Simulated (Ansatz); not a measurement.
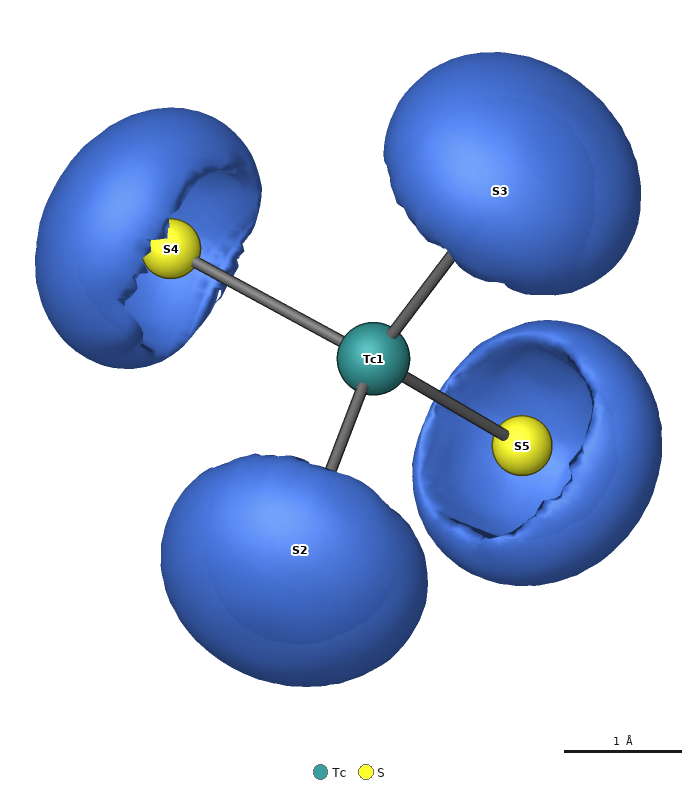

S$_{4}$Tc (charge −1). Isosurface of the ELF at 0.85 (blue), seen from one side. Only the valence region is drawn (cores and ρ < 0.01 e/Å³ removed).

Geometry: GFN2-xTB; core potentials replace the inner electrons of Tc.

Level of theory: isolated molecule in a Gaussian basis; Hartree-Fock (Ansatz).

```xyz
5

Tc    0.0002    0.0001   -0.0010
S     0.0106   -0.0157    2.1577
S     2.0321    0.0084   -0.7286
S    -1.0267    1.7679   -0.6985
S    -1.0161   -1.7607   -0.7296
```

Q: Identify the bonds, lone pairs and shells in this picture.

A: The surface consists of four rings or bowls of non-bonding electrons around S. Profiles from the grid: Tc–S (2.16 Å): the ELF peaks at about 0.75 in the valence shell of S, 0.8 Å from its nucleus, and is about 0.55 at the midpoint.
